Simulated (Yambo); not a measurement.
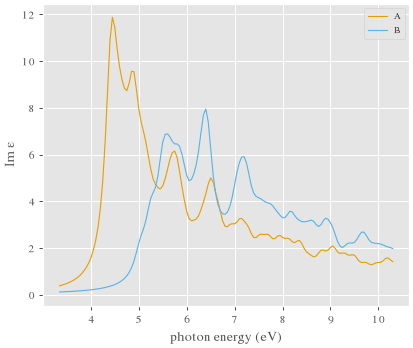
Figure: Two computed absorption spectra of BaH2 (space group Pnma, No. 62) (Yambo, PBEsol bands with the same scissor, field along x)

Axes are Cartesian, with cell vectors (Å) (6.84, 0.00, 0.00), (0.00, 4.18, 0.00), (0.00, 0.00, 7.89).

Problem. Which curve includes the electron-hole attraction (BSE)?

Solution. Curve A: the attraction moves weight to lower energy (centre of the plotted range 6.1 eV against 7.1 eV). Settings: 2×4×2 mesh, 8 valence and 50 conduction bands, static screening with 107 bands and a 3 Ry block, scissor 1.71 eV, Tamm-Dancoff. The scissor comes from a G0W0 run whose convergence isn't established. Broadening 0.15 eV. The band window holds all transitions up to 12.4 eV. On this mesh the peak heights and the fine structure are mesh artefacts; only the shift of weight is robust.

Geometry of the Materials Project entry, not relaxed at this level; primitive cell a = 6.843 Å, b = 4.178 Å, c = 7.891 Å, α = β = γ = 90.00°.
